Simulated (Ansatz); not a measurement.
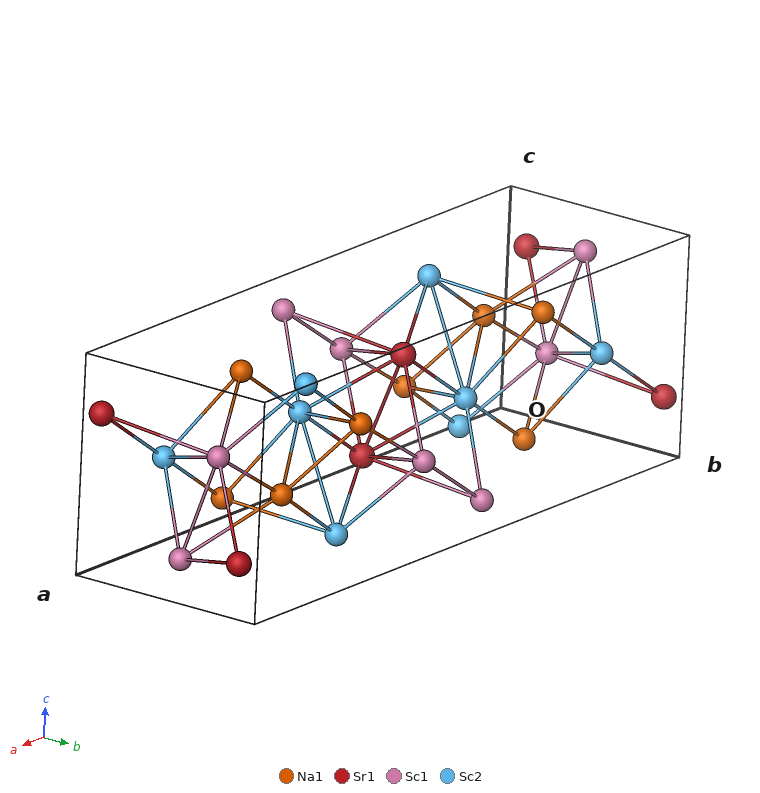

One unit cell; atoms that symmetry makes equivalent share a colour (atoms on faces, edges and corners are repeated). Crystal: Na2SrSc4, coordinates from a relaxation (final pressure about 4.2 GPa) with DFT, PAW plane waves, pbe in Ansatz 0.2.0; the starting structure was generated, so it need not be a known form of this composition. All values are computed from the atomic coordinates in the standard setting (tolerance 0.002 Å).

a = 18.100 Å, b = 6.380 Å, c = 6.336 Å, α = 90.00°, β = 93.94°, γ = 90.00°; space group C2/c, No. 15.

One atom of each site: Na1 (0.288, 0.873, 0.841); Sr1 (0, 0.899, 1/4); Sc1 (0.428, 0.907, 0.108); Sc2 (0.353, 0.384, 0.946).

> Give the multiplicity, Wyckoff letter and site symmetry of each site.

```tsv
site	Wyckoff	symmetry
Na1	8f	1
Sr1	4e	2
Sc1	8f	1
Sc2	8f	1
```

> How many free positional parameters does the structure have?

10: Na1 3, Sr1 1, Sc1 3, Sc2 3.
